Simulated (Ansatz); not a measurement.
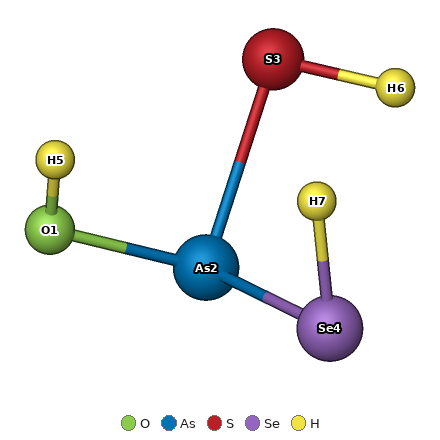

The system is AsH₃OSSe, SMILES O[As](S)[SeH]; the picture shows the reference structure. Coordinates scanned: (1) umbrella angle at As2 (between each of its bonds and their common axis; 90 is planar); (2) change of the bonds As2–O1, As2–S3, As2–Se4, all alike. Nothing is relaxed (all other coordinates rigid). The scan uses an 11 × 11 grid. Points are written as (first, second). All energies are given in kcal/mol relative to the relaxed molecule at the same level. Energies and slopes of some neighbouring points disagree (a jump in structure or state, or too coarse a mesh). These are results of RKS PBE-D4/def2-SVP (Ansatz), not measurements.

Its coordinates:

```xyz
7

O    -1.5030    0.3315   -1.2495
As    0.2289    0.7658   -0.9825
S    -0.0255    1.2795    1.2526
Se    1.3872   -1.3678   -0.7024
H    -1.8504   -0.1627   -0.4774
H     1.2063    0.8076    1.5937
H     0.6177   -1.7220    0.5198
```

Range: umbrella angle at As2 (between each of its bonds and their common axis; 90 is planar) from 49.8 to 130.2°; change of the bonds As2–O1, As2–S3, As2–Se4, all alike from −0.240 to 0.372 Å.

What landscape does the calculation give?

Answer. The lowest grid point is at (114.1°, 0.004 Å), 1.9 kcal/mol from the relaxed molecule at the same level. Other grid points that lie below all their neighbours: (57.8°, 0.004 Å) (3.7 kcal/mol higher). The highest grid point, (90.0°, −0.240 Å), lies 105 kcal/mol above the lowest.

```tsv
second ↓, first →	49.8	57.8	65.9	73.9	82.0	90.0	98.0	106.1	114.1	122.2	130.2
0.372	53	48	51	60	73	77	64	52	45	44	52
0.310	43	37	41	51	65	70	55	42	34	33	43
0.249	35	28	31	42	59	65	48	33	24	24	35
0.188	27	19	23	35	53	61	42	26	16	15	28
0.127	22	12	16	29	50	60	38	20	9	8	23
0.066	19	7	11	25	48	61	36	16	4	4	22
0.004	20	6	9	24	50	66	38	15	2	2	23
−0.057	25	8	10	27	54	76	42	17	4	5	30
−0.118	36	15	17	34	62	79	51	25	10	12	43
−0.179	56	30	30	47	75	89	65	38	24	27	64
−0.240	85	54	52	68	95	106	86	60	46	52	95
```

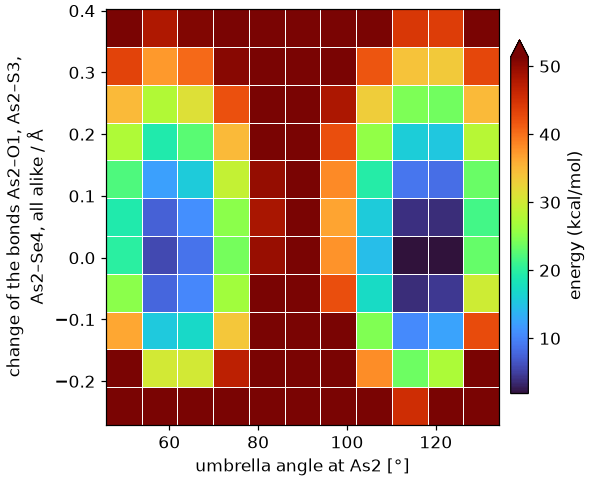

Drawn: one coloured cell a grid point, one colour for all values above the top of the scale.

Each point was launched as `ansatz run input.yaml --threads 1 --pin off --max-ram 2560MiB --backend cpu --events-out ev --progress --plain --runs-dir out`. Time for the 121 points that were run: 17 min on 1 thread of Arm Neoverse V1 (shared host).
